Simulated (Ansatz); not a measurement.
**Geometry relaxation, with input and output: AlZrH$_{3}$Cl$_{3}$OF (part 2 of 2)**

Continued. System: AlZrH$_{3}$Cl$_{3}$OF. Method: RHF/def2-SVP (Ansatz 0.2.0). It belongs to a series of runs on one base structure; here: end point A relaxed.

Geometry of the input (Å):
```
Zr 0.0201  0.2490  -0.0948
Cl 0.0108  0.4317  2.3768
Cl 2.1011  0.6009  -1.1126
F  -1.0267  1.6866  -0.6782
Cl -1.1336  -1.6719  -0.9117
O  1.3256  -2.3443  1.3674
Al 0.5972  -3.8448  0.9407
H  1.1998  -4.5751  -0.3118
H  -0.5335  -4.4263  1.8696
H  1.1677  -1.8628  2.1932
```

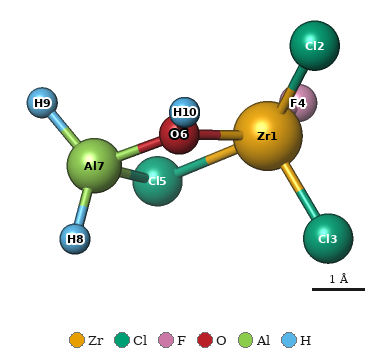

Figure 1. The geometry at step 13 of the log (ball-and-stick view, seen at a tilt; atoms are numbered from 1 in the order of the input).

**Trajectory as extended XYZ, continued**
```
10
Properties=species:S:1:pos:R:3:forces:R:3 step=5 energy=-50144.35381
Zr    0.1733   -0.1115    0.1779    0.5791   0.5474   0.4216
Cl   -0.0047    0.6548    2.4431    0.0221   0.0758  -0.0934
Cl    2.2209    0.3442   -0.9227   -0.0995   0.0353   0.0379
F    -0.9450    1.2261   -0.5703   -0.0892  -0.1976  -0.0771
Cl   -1.0848   -2.0336   -0.7611   -0.3314  -0.5347  -0.2003
O     0.9923   -1.9170    1.1554    0.2662  -0.1562   1.4757
Al    0.3539   -3.5632    0.6453    0.0343   0.2296  -0.0494
H     1.2109   -4.3324   -0.4238   -0.0561   0.0803   0.0644
H    -0.4715   -4.2316    1.8146    0.0025   0.1098  -0.1605
H     1.2830   -1.7929    2.0802   -0.3281  -0.1895  -1.4189
10
Properties=species:S:1:pos:R:3:forces:R:3 step=6 energy=-50144.46627
Zr    0.2383   -0.1279    0.2541   -0.2357   0.8761   0.0824
Cl    0.0216    0.7943    2.4667    0.1245  -0.1080  -0.3857
Cl    2.2302    0.3949   -0.9046   -0.0693  -0.0073   0.1155
F    -0.9976    1.0457   -0.6209    0.2885  -0.4755   0.2519
Cl   -1.0699   -2.1245   -0.7127   -0.2539   0.1309  -0.2415
O     0.9915   -1.9188    1.2081    0.0858  -0.0832   0.4027
Al    0.2868   -3.5113    0.5753    0.1622  -0.2905   0.2035
H     1.2037   -4.2710   -0.4526    0.0086   0.0312   0.1033
H    -0.5465   -4.1707    1.7382    0.0132  -0.0276  -0.0731
H     1.3702   -1.8678    2.0869   -0.1240  -0.0461  -0.4590
10
Properties=species:S:1:pos:R:3:forces:R:3 step=7 energy=-50144.51657
Zr    0.2213   -0.0941    0.2637   -0.1234   0.1801   0.1032
Cl    0.1114    0.8858    2.4384    0.0081  -0.0504  -0.2214
Cl    2.2678    0.4352   -0.7863   -0.0938   0.0366  -0.0117
F    -1.0821    0.9588   -0.6454    0.3020  -0.1220   0.2174
Cl   -1.1070   -2.0831   -0.7431    0.1234  -0.2015   0.0837
O     0.9454   -1.9285    1.2027   -0.0696   0.0554   0.0206
Al    0.2635   -3.5315    0.5789   -0.0175   0.0383  -0.0025
H     1.2353   -4.2832   -0.4001   -0.0304   0.0309   0.0095
H    -0.5758   -4.2150    1.7191   -0.0485  -0.0081  -0.0603
H     1.4486   -1.9014    2.0108   -0.0502   0.0409  -0.1386
10
Properties=species:S:1:pos:R:3:forces:R:3 step=8 energy=-50144.52830
Zr    0.2228   -0.0888    0.2767   -0.0476   0.0159  -0.0130
Cl    0.1384    0.9467    2.4117    0.0137  -0.0540  -0.0241
Cl    2.2502    0.4898   -0.7774   -0.0254  -0.0219  -0.0184
F    -1.0677    0.9774   -0.6154    0.0534  -0.0996   0.0494
Cl   -1.0744   -2.1276   -0.7301   -0.1100   0.0093  -0.1325
O     0.9075   -1.9346    1.1998    0.1385  -0.0042   0.1764
Al    0.2561   -3.5631    0.5897   -0.0663   0.1388  -0.0679
H     1.2487   -4.2993   -0.3792    0.0190  -0.0014   0.0522
H    -0.6195   -4.2577    1.6950    0.0136  -0.0003  -0.0165
H     1.4663   -1.8999    1.9677    0.0110   0.0174  -0.0056
10
Properties=species:S:1:pos:R:3:forces:R:3 step=9 energy=-50144.53686
Zr    0.2259   -0.1011    0.2824   -0.0348   0.0579  -0.1181
Cl    0.1458    0.9212    2.4139    0.0058   0.0496   0.1007
Cl    2.2371    0.4760   -0.7971    0.0284  -0.0047  -0.0280
F    -1.0695    0.9571   -0.6056   -0.0297  -0.0130   0.0172
Cl   -1.0815   -2.1261   -0.7529    0.0217  -0.0003  -0.0070
O     0.9165   -1.9258    1.2157    0.0312  -0.1073   0.0475
Al    0.2477   -3.5379    0.5819   -0.0130  -0.0195  -0.0126
H     1.2605   -4.2811   -0.3599    0.0122   0.0101   0.0176
H    -0.6326   -4.2391    1.6786   -0.0123   0.0105  -0.0085
H     1.4785   -1.9002    1.9816   -0.0095   0.0166  -0.0087
10
Properties=species:S:1:pos:R:3:forces:R:3 step=10 energy=-50144.53950
Zr    0.2267   -0.0981    0.2836   -0.0029   0.0158  -0.0430
Cl    0.1589    0.9296    2.4196    0.0132   0.0088   0.0170
Cl    2.2346    0.4713   -0.8100   -0.0142  -0.0034  -0.0103
F    -1.0850    0.9490   -0.5928   -0.0075  -0.0058   0.0247
Cl   -1.0725   -2.1267   -0.7621    0.0340   0.0148  -0.0096
O     0.9168   -1.9278    1.2181   -0.0060  -0.0328   0.0278
Al    0.2470   -3.5373    0.5781    0.0010  -0.0158   0.0074
H     1.2743   -4.2809   -0.3473    0.0043   0.0018   0.0076
H    -0.6486   -4.2334    1.6654   -0.0086   0.0014  -0.0066
H     1.4761   -1.9029    1.9860   -0.0133   0.0152  -0.0152
10
Properties=species:S:1:pos:R:3:forces:R:3 step=11 energy=-50144.54835
Zr    0.2320   -0.0983    0.2830    0.0583  -0.0338   0.0088
Cl    0.2375    0.9332    2.4246    0.0256  -0.0062  -0.0189
Cl    2.2038    0.4710   -0.8730   -0.0224   0.0000   0.0007
F    -1.1310    0.9363   -0.5199   -0.0613   0.0323  -0.0089
Cl   -1.0103   -2.1321   -0.8269    0.0273   0.0105   0.0032
O     0.8973   -1.9280    1.2316   -0.0481   0.0315  -0.0090
Al    0.2475   -3.5391    0.5751    0.0273  -0.0102  -0.0153
H     1.3160   -4.2864   -0.2996   -0.0058  -0.0095   0.0113
H    -0.6960   -4.2243    1.6280   -0.0093  -0.0002  -0.0085
H     1.4315   -1.8893    2.0157    0.0082  -0.0144   0.0365
10
Properties=species:S:1:pos:R:3:forces:R:3 step=12 energy=-50144.56324
Zr    0.2441   -0.1013    0.2769   -0.1108   0.1407   0.0015
Cl    0.4320    0.9423    2.4237    0.0220  -0.0707  -0.1774
Cl    2.1357    0.4831   -1.0048   -0.1032  -0.0162   0.0614
F    -1.2376    0.9041   -0.3598    0.2131  -0.1719   0.1059
Cl   -0.8800   -2.1453   -0.9604    0.1000   0.0187   0.0927
O     0.8519   -1.9262    1.2633    0.0143   0.1745   0.1499
Al    0.2554   -3.5424    0.5645    0.0256  -0.0845  -0.0350
H     1.4087   -4.3076   -0.1947   -0.1137   0.0563   0.0694
H    -0.7977   -4.2054    1.5355    0.0793   0.0363  -0.0754
H     1.3158   -1.8585    2.0946   -0.1267  -0.0832  -0.1931
10
Properties=species:S:1:pos:R:3:forces:R:3 step=13 energy=-50144.57025
Zr    0.2434   -0.0981    0.2853   -0.0525   0.1211  -0.0506
Cl    0.5457    0.9673    2.4109   -0.0352  -0.0778  -0.1890
Cl    2.1067    0.4947   -1.0349   -0.1314  -0.0167   0.0592
F    -1.2916    0.8564   -0.3038    0.2596  -0.1439   0.1530
Cl   -0.8197   -2.1480   -1.0103    0.0887  -0.0073   0.0987
O     0.8236   -1.9224    1.2763   -0.0556   0.1911   0.1273
Al    0.2507   -3.5415    0.5562    0.0520  -0.1206  -0.0455
H     1.4428   -4.3078   -0.1478   -0.1625   0.0791   0.0884
H    -0.8403   -4.2062    1.4893    0.1176   0.0654  -0.0991
H     1.2671   -1.8515    2.1173   -0.0805  -0.0904  -0.1425
10
Properties=species:S:1:pos:R:3:forces:R:3 step=14 energy=-50144.57804
Zr    0.2675   -0.1038    0.2871   -0.2681   0.3177   0.0002
Cl    0.6657    1.0067    2.3765    0.0067  -0.1283  -0.2120
Cl    2.0526    0.5205   -1.1284   -0.1429  -0.0328   0.1008
F    -1.3438    0.8104   -0.1637    0.4403  -0.2949   0.1020
Cl   -0.7121   -2.1712   -1.0750   -0.0031   0.1177  -0.0397
O     0.7779   -1.9189    1.3062   -0.0893   0.1961  -0.0305
Al    0.2406   -3.5359    0.5386    0.1505  -0.3257   0.0840
H     1.4941   -4.3095   -0.0637   -0.2605   0.1387   0.1161
H    -0.9119   -4.2003    1.4039    0.1827   0.0908  -0.1193
H     1.1978   -1.8551    2.1571   -0.0164  -0.0794  -0.0018
10
Properties=species:S:1:pos:R:3:forces:R:3 step=15 energy=-50144.59056
Zr    0.2692   -0.1007    0.2939   -0.1533   0.1844  -0.0725
Cl    0.7414    1.0035    2.3610   -0.0396  -0.0238  -0.0926
Cl    2.0277    0.5428   -1.1413   -0.0884  -0.0364   0.0572
F    -1.3551    0.7719   -0.1661    0.3060  -0.1352   0.1511
Cl   -0.6924   -2.1584   -1.0845   -0.0001   0.0186  -0.0750
O     0.7480   -1.9144    1.3229   -0.0705   0.1099  -0.0986
Al    0.2394   -3.5316    0.5320    0.1134  -0.2411   0.1136
H     1.5003   -4.2995   -0.0422   -0.1694   0.1111   0.0548
H    -0.9073   -4.2074    1.3842    0.0920   0.0548  -0.0815
H     1.1573   -1.8634    2.1786    0.0100  -0.0424   0.0435
10
Properties=species:S:1:pos:R:3:forces:R:3 step=16 energy=-50144.59917
Zr    0.2661   -0.1018    0.2976    0.0604   0.0187  -0.0958
Cl    0.8004    1.0310    2.3242   -0.0056   0.0076   0.0591
Cl    1.9971    0.5332   -1.1643    0.0134   0.0200  -0.0271
F    -1.3612    0.7681   -0.1048   -0.0044  -0.0270   0.0344
Cl   -0.6254   -2.1593   -1.1238   -0.0748  -0.0291  -0.0098
O     0.7126   -1.9123    1.3374   -0.0213  -0.0084   0.0565
Al    0.2434   -3.5413    0.5419    0.0379   0.0379  -0.0641
H     1.4987   -4.2813   -0.0394    0.0266  -0.0160   0.0412
H    -0.9039   -4.2260    1.3657   -0.0282   0.0044   0.0010
H     1.1007   -1.8674    2.2042   -0.0040  -0.0080   0.0046
10
Properties=species:S:1:pos:R:3:forces:R:3 step=17 energy=-50144.60357
Zr    0.2877   -0.1028    0.2855   -0.1108  -0.0191   0.0418
Cl    0.8507    1.0216    2.3111    0.0216   0.0254   0.0235
Cl    1.9807    0.5514   -1.2124    0.0313   0.0203  -0.0389
F    -1.3696    0.7390   -0.0460    0.0433  -0.0125  -0.0016
Cl   -0.6224   -2.1600   -1.1427    0.0666  -0.0366   0.0462
O     0.6894   -1.9071    1.3486    0.0314  -0.0420  -0.0117
Al    0.2498   -3.5377    0.5330   -0.0728   0.0856  -0.0035
H     1.5319   -4.2754    0.0158    0.0386  -0.0008  -0.0179
H    -0.9238   -4.2191    1.3189   -0.0264  -0.0303   0.0158
H     1.0540   -1.8670    2.2268   -0.0228   0.0099  -0.0537
10
Properties=species:S:1:pos:R:3:forces:R:3 step=18 energy=-50144.60546
Zr    0.2896   -0.1018    0.2903   -0.0887   0.0248   0.0041
Cl    0.8870    1.0300    2.3052   -0.0016  -0.0063  -0.0131
Cl    1.9628    0.5640   -1.2294   -0.0020   0.0085  -0.0032
F    -1.3795    0.7256   -0.0259    0.0907  -0.0400   0.0192
Cl   -0.5897   -2.1642   -1.1566    0.0224  -0.0145   0.0231
O     0.6792   -1.9079    1.3517    0.0024  -0.0149   0.0044
Al    0.2426   -3.5384    0.5315   -0.0042   0.0408  -0.0004
H     1.5388   -4.2715    0.0337   -0.0037   0.0015   0.0023
H    -0.9391   -4.2240    1.3058   -0.0072  -0.0055  -0.0032
H     1.0367   -1.8690    2.2324   -0.0081   0.0056  -0.0332
10
Properties=species:S:1:pos:R:3:forces:R:3 step=19 energy=-50144.60610
Zr    0.2915   -0.1028    0.2910   -0.0284   0.0352  -0.0058
Cl    0.9090    1.0313    2.2989   -0.0059  -0.0117  -0.0132
Cl    1.9482    0.5799   -1.2413   -0.0086  -0.0015   0.0052
F    -1.3815    0.7170   -0.0107    0.0410  -0.0253   0.0116
Cl   -0.5688   -2.1687   -1.1642   -0.0001   0.0024  -0.0040
O     0.6713   -1.9078    1.3543    0.0027  -0.0285   0.0111
Al    0.2394   -3.5390    0.5325    0.0089   0.0209   0.0032
H     1.5420   -4.2719    0.0503   -0.0061  -0.0017   0.0075
H    -0.9512   -4.2256    1.2929   -0.0013   0.0019  -0.0018
H     1.0284   -1.8695    2.2350   -0.0022   0.0083  -0.0138
10
Properties=species:S:1:pos:R:3:forces:R:3 step=20 energy=-50144.60636
Zr    0.2930   -0.1027    0.2913    0.0155   0.0175  -0.0063
Cl    0.9244    1.0297    2.2956   -0.0046  -0.0066  -0.0107
Cl    1.9360    0.5897   -1.2524   -0.0090   0.0007   0.0101
F    -1.3854    0.7075    0.0047   -0.0003  -0.0065   0.0022
Cl   -0.5515   -2.1698   -1.1735   -0.0040   0.0045  -0.0048
O     0.6678   -1.9072    1.3554   -0.0033  -0.0309   0.0047
Al    0.2379   -3.5380    0.5319    0.0105   0.0084   0.0103
H     1.5446   -4.2752    0.0679   -0.0058  -0.0019   0.0018
H    -0.9617   -4.2215    1.2814   -0.0002   0.0055  -0.0024
H     1.0233   -1.8695    2.2365    0.0012   0.0092  -0.0047
10
Properties=species:S:1:pos:R:3:forces:R:3 step=21 energy=-50144.60649
Zr    0.2955   -0.1038    0.2902    0.0298   0.0091  -0.0043
Cl    0.9356    1.0307    2.2898   -0.0053  -0.0068   0.0002
Cl    1.9281    0.6084   -1.2559   -0.0083  -0.0068   0.0017
F    -1.3894    0.6938    0.0156   -0.0246   0.0097  -0.0026
Cl   -0.5384   -2.1722   -1.1801    0.0031   0.0070  -0.0082
O     0.6675   -1.9081    1.3553    0.0013  -0.0235  -0.0001
Al    0.2362   -3.5386    0.5330    0.0000   0.0005   0.0080
H     1.5430   -4.2831    0.0813   -0.0040  -0.0012   0.0006
H    -0.9734   -4.2146    1.2735    0.0045   0.0045   0.0000
H     1.0237   -1.8697    2.2360    0.0034   0.0075   0.0046
```
